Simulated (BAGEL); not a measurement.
# Si2NH6F (SMILES F[SiH2]N[SiH3]): PBE0/cc-pVDZ (density fitting with qzvpp-jkfit)

Aim: the energy change on altering one bond length of Si2NH6F at PBE0/cc-pVDZ (density fitting with qzvpp-jkfit), from 2 runs. 

The results are computed with BAGEL 1.2.2.

1 further run of the same task is left out (set aside as unsound or not needed).

## 1. The molecule

The species is Si2NH6F (10 atoms), meant as a singlet with charge 0. As SMILES, `F[SiH2]N[SiH3]`. The shape is that of a PBE0-D4/def2-TZVP optimisation. This is one conformer, not always the lowest.

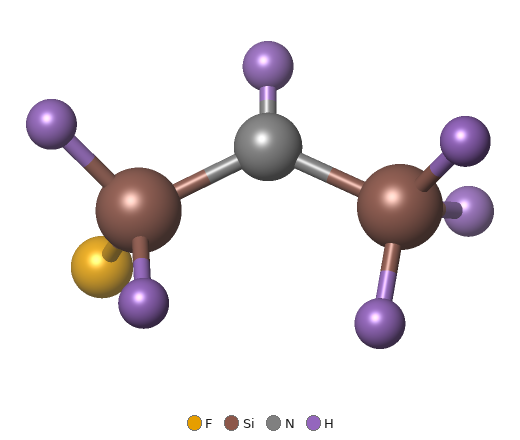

The structure, seen from a chosen angle (fluorine amber, silicon brown, nitrogen grey, hydrogen purple).

## 2. The energy at PBE0/cc-pVDZ (density fitting with qzvpp-jkfit)

The input, input.json:

```json
{ "bagel" : [

{
  "title" : "molecule",
  "basis" : "cc-pvdz.json",
  "df_basis" : "qzvpp-jkfit",
  "angstrom" : true,
  "geometry" : [
    { "atom" : "F", "xyz" : [      -1.561500,       0.994300,      -1.776700 ] },
    { "atom" : "Si", "xyz" : [      -0.375000,       1.301800,      -0.745900 ] },
    { "atom" : "N", "xyz" : [       0.514800,      -0.094800,      -0.335900 ] },
    { "atom" : "Si", "xyz" : [       0.194800,      -1.236100,       0.928700 ] },
    { "atom" : "H", "xyz" : [       0.517200,       2.267200,      -1.426700 ] },
    { "atom" : "H", "xyz" : [      -1.010100,       1.839400,       0.475900 ] },
    { "atom" : "H", "xyz" : [       1.264300,      -0.336200,      -0.970000 ] },
    { "atom" : "H", "xyz" : [       1.391500,      -1.422100,       1.791600 ] },
    { "atom" : "H", "xyz" : [      -0.186300,      -2.569800,       0.392000 ] },
    { "atom" : "H", "xyz" : [      -0.924400,      -0.683300,       1.730300 ] }
  ]
},

{
  "title" : "ks",
  "xc_func" : "pbe0"
},

{
  "title" : "print",
  "file" : "orbitals.molden",
  "orbitals" : true
}

]}
```

The basis set cc-pVDZ is read from a file made from the Basis Set Exchange's data (not shown).

On the command line:

```console
$ BAGEL_NUM_THREADS=1 BAGEL input.json > input.out
```

Output:

```text
* using 1 threads per process

  ===============================================================
  ===============================================================

  *** Geometry ***

  { "atom" : "F", "xyz" : [     -2.950807,      1.878955,     -3.357476 ] },
  { "atom" : "Si", "xyz" : [     -0.708647,      2.460045,     -1.409547 ] },
  { "atom" : "N", "xyz" : [      0.972831,     -0.179146,     -0.634759 ] },
  { "atom" : "Si", "xyz" : [      0.368119,     -2.335890,      1.754989 ] },
  { "atom" : "H", "xyz" : [      0.977366,      4.284387,     -2.696072 ] },
  { "atom" : "H", "xyz" : [     -1.908812,      3.475962,      0.899321 ] },
  { "atom" : "H", "xyz" : [      2.389181,     -0.635326,     -1.833034 ] },
  { "atom" : "H", "xyz" : [      2.629554,     -2.687380,      3.385633 ] },
  { "atom" : "H", "xyz" : [     -0.352056,     -4.856218,      0.740773 ] },
  { "atom" : "H", "xyz" : [     -1.746863,     -1.291250,      3.269793 ] },

  Number of auxiliary basis functions:      518

  Since a DF basis is specified, we compute 2- and 3-index integrals:
    o Being stored without compression. Storage requirement is 0.037 GB

  Number of basis functions:       94
  Number of electrons      :       50

    * METHOD: MOLECULE                             0.30

  *** Kohn-Sham DFT ***

    * Removing 17504 points whose weight is below 1.00e-10
    * Grid points: 131556

  === Nuclear Repulsion ===
   227.5472237080

       - DIIS with orbital gradients will be used.

  === KS iteration (pbe0 / cc-pvdz.json) ===
      0       -706.06997603          0.09012201           0.51
      1       -655.73835142          0.11769208           0.46
      2       -574.38470636          0.20283289           0.46
      3       -716.52153389          0.08367842           0.47
      4       -732.12765158          0.05221658           0.47
      5       -736.46306260          0.02254529           0.48
      6       -736.70544843          0.01479195           0.47
      7       -736.85279112          0.00361003           0.47
      8       -736.85860954          0.00223063           0.47
      9       -736.86294903          0.00111340           0.47
     10       -736.86415284          0.00008175           0.47
     11       -736.86415681          0.00001716           0.47
     12       -736.86415697          0.00000789           0.46
     13       -736.86415701          0.00000082           0.46
     14       -736.86415701          0.00000021           0.45
     15       -736.86415701          0.00000007           0.45
     16       -736.86415701          0.00000005           0.46
     17       -736.86415701          0.00000001           0.46
    * SCF iteration converged.

    * Permanent dipole moment:
           (   -0.672737,     0.124540,    -0.154527) a.u.

    * METHOD: KS                                   9.36

    * METHOD: PRINT                                0.02

  ===============================================================
```

Run time: 9.9 s. Hardware: 1 thread of Arm Neoverse V1, shared host; peak memory 0.58 GiB.

## 3. The distorted shape at the same level

The input, dft.json:

```json
{ "bagel" : [

{
  "title" : "molecule",
  "basis" : "cc-pvdz.json",
  "df_basis" : "qzvpp-jkfit",
  "angstrom" : true,
  "geometry" : [
    { "atom" : "F", "xyz" : [   -0.218453,    0.330936,   -2.738625 ] },
    { "atom" : "Si", "xyz" : [    0.968047,    0.638436,   -1.707825 ] },
    { "atom" : "N", "xyz" : [    1.857847,   -0.758164,   -1.297825 ] },
    { "atom" : "Si", "xyz" : [    1.537847,   -1.899464,   -0.033225 ] },
    { "atom" : "H", "xyz" : [    1.860247,    1.603836,   -2.388625 ] },
    { "atom" : "H", "xyz" : [    0.332947,    1.176036,   -0.486025 ] },
    { "atom" : "H", "xyz" : [    2.607347,   -0.999564,   -1.931925 ] },
    { "atom" : "H", "xyz" : [    2.734547,   -2.085464,    0.829675 ] },
    { "atom" : "H", "xyz" : [    1.156747,   -3.233164,   -0.569925 ] },
    { "atom" : "H", "xyz" : [   -0.924400,   -0.683300,    1.730300 ] }
  ]
},
{ "title" : "ks", "xc_func" : "pbe0" },
{ "title" : "print", "file" : "orbitals.molden", "orbitals" : true }

]}
```

The basis set cc-pVDZ is read from a file made from the Basis Set Exchange's data (not shown).

On the command line:

```console
$ BAGEL_NUM_THREADS=1 BAGEL dft.json > dft.out
```

Output:

```text
* using 1 threads per process

  ===============================================================
  ===============================================================

  *** Geometry ***

  { "atom" : "F", "xyz" : [     -0.412816,      0.625378,     -5.175251 ] },
  { "atom" : "Si", "xyz" : [      1.829344,      1.206469,     -3.227322 ] },
  { "atom" : "N", "xyz" : [      3.510822,     -1.432722,     -2.452534 ] },
  { "atom" : "Si", "xyz" : [      2.906110,     -3.589467,     -0.062786 ] },
  { "atom" : "H", "xyz" : [      3.515357,      3.030811,     -4.513847 ] },
  { "atom" : "H", "xyz" : [      0.629179,      2.222386,     -0.918454 ] },
  { "atom" : "H", "xyz" : [      4.927172,     -1.888902,     -3.650809 ] },
  { "atom" : "H", "xyz" : [      5.167545,     -3.940956,      1.567859 ] },
  { "atom" : "H", "xyz" : [      2.185935,     -6.109794,     -1.077002 ] },
  { "atom" : "H", "xyz" : [     -1.746863,     -1.291250,      3.269793 ] },

  Number of auxiliary basis functions:      518

  Since a DF basis is specified, we compute 2- and 3-index integrals:
    o Being stored without compression. Storage requirement is 0.037 GB

  Number of basis functions:       94
  Number of electrons      :       50

    * METHOD: MOLECULE                             0.31

  *** Kohn-Sham DFT ***

    * Removing 16498 points whose weight is below 1.00e-10
    * Grid points: 132562

  === Nuclear Repulsion ===
   223.3391658471

       - DIIS with orbital gradients will be used.

  === KS iteration (pbe0 / cc-pvdz.json) ===
      0       -706.41755337          0.08918577           0.52
      1       -659.51494395          0.12971805           0.48
      2       -576.35893597          0.20056415           0.48
      3       -719.25736110          0.08003866           0.49
      4       -734.99915637          0.05107727           0.48
      5       -720.07480487          0.09359039           0.48
      6       -736.23060596          0.01727316           0.49
      7       -736.31762404          0.01353537           0.48
      8       -736.48078093          0.01199231           0.48
      9       -736.62635607          0.00670636           0.49
     10       -736.68606840          0.00282410           0.49
     11       -736.68287571          0.00313188           0.49
     12       -736.69106571          0.00184439           0.50
     13       -736.69542649          0.00051773           0.50
     14       -736.69566770          0.00019476           0.50
     15       -736.69571915          0.00003813           0.50
     16       -736.69572028          0.00000921           0.51
     17       -736.69572029          0.00000703           0.50
     18       -736.69572033          0.00000235           0.50
     19       -736.69572033          0.00000213           0.48
     20       -736.69572034          0.00000060           0.47
     21       -736.69572034          0.00000017           0.47
     22       -736.69572034          0.00000006           0.49
     23       -736.69572034          0.00000001           0.49
     24       -736.69572034          0.00000001           0.49
     25       -736.69572034          0.00000000           0.49
    * SCF iteration converged.

    * Permanent dipole moment:
           (   -1.340694,     0.385569,     0.387822) a.u.

    * METHOD: KS                                  13.68

    * METHOD: PRINT                                0.02

  ===============================================================
```

Run time: 14 s. Hardware: 1 thread of Arm Neoverse V1, shared host; peak memory 0.58 GiB.

## 4. Outcome

At PBE0/cc-pVDZ (density fitting with qzvpp-jkfit):

| quantity | value |
| --- | --- |
| first shape: total energy | -736.86416 Eh |
| first shape: dipole moment | 1.78 D |
| first shape: HOMO energy | -7.93 eV |
| first shape: LUMO energy | 0.54 eV |
| first shape: HOMO–LUMO gap | 8.46 eV |
| distorted shape: total energy | -736.69572 Eh |
| distorted shape: dipole moment | 3.68 D |
| distorted shape: HOMO energy | -6.55 eV |
| distorted shape: LUMO energy | -3.73 eV |
| distorted shape: HOMO–LUMO gap | 2.82 eV |
| energy change with the Si4–H10 bond stretched from 1.483 to 3.264 Å | 4.583 eV |

**Reading.** One bond (distorted shape) is far stretched, which a spin-restricted single reference describes badly; a broken-symmetry solution may lie lower. With the Si4–H10 bond stretched from 1.483 to 3.264 Å the energy rises by 4.58 eV (442 kJ/mol). The first shape isn't relaxed at this level, so the change isn't measured from a minimum. A restricted reference can't describe the breaking bond well at this length.
